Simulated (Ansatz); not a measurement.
**SiNH2F (SMILES N[Si]F): the vertical energy of the triplet above the singlet, rung by rung**

SiNH2F has 5 atoms, charge 0, and is taken as a singlet. As SMILES, `N[Si]F`. The shape is that of a PBE0-D4/def2-TZVP optimisation. This is one conformer, not always the lowest.

Quantity: the vertical energy of the triplet above the singlet, in eV. The values are calculated.

```json
{"level": "r2SCAN0/STO-3G", "kind": "hybrid meta-GGA", "program": "Ansatz", "value (eV)": "3.90", "less FCI/STO-3G": "-0.08", "CPU time (all runs)": "7.9 s"}
{"level": "wB97M-V/STO-3G", "kind": "range-separated hybrid", "program": "Ansatz", "value (eV)": "4.31", "less FCI/STO-3G": "+0.33", "CPU time (all runs)": "49 s"}
{"level": "B2PLYP/STO-3G", "kind": "double hybrid", "program": "Ansatz", "value (eV)": "4.09", "less FCI/STO-3G": "+0.11", "CPU time (all runs)": "4.1 s"}
{"level": "RPA@PBE/STO-3G", "kind": "RPA", "program": "Ansatz", "value (eV)": "4.07", "less FCI/STO-3G": "+0.09", "CPU time (all runs)": "4.5 s"}
{"level": "MP2/STO-3G", "kind": "perturbation theory", "program": "Ansatz", "value (eV)": "3.92", "less FCI/STO-3G": "-0.06", "CPU time (all runs)": "0.29 s"}
{"level": "BCCD(T)/STO-3G", "kind": "coupled cluster or CI", "program": "Ansatz", "value (eV)": "3.99", "less FCI/STO-3G": "+0.01", "CPU time (all runs)": "0.6 s"}
{"level": "CCSDT(Q)/STO-3G", "kind": "coupled cluster or CI", "program": "Ansatz", "value (eV)": "3.98", "less FCI/STO-3G": "0.00", "CPU time (all runs)": "2.2 s"}
{"level": "CCSDT/STO-3G", "kind": "coupled cluster or CI", "program": "Ansatz", "value (eV)": "3.97", "less FCI/STO-3G": "-0.01", "CPU time (all runs)": "1.7 s"}
{"level": "FCI/STO-3G", "kind": "exact in the basis", "program": "Ansatz", "value (eV)": "3.98", "less FCI/STO-3G": "0.00", "CPU time (all runs)": "41 s"}
```

FCI/STO-3G is exact within its basis and frozen core, so for wave-function methods in that basis the difference is their error; functionals converge differently with the basis, so for them it is only a difference. The values span 3.90 to 4.31 eV. All rows use very small basis sets, so even the best lies far from the true value. Times are those of the runs behind each value, whatever else they computed, on shared processors of several kinds: orders of magnitude only.

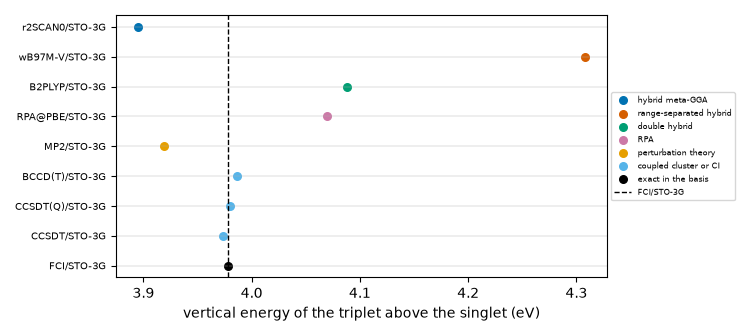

The values of the table, level by level.
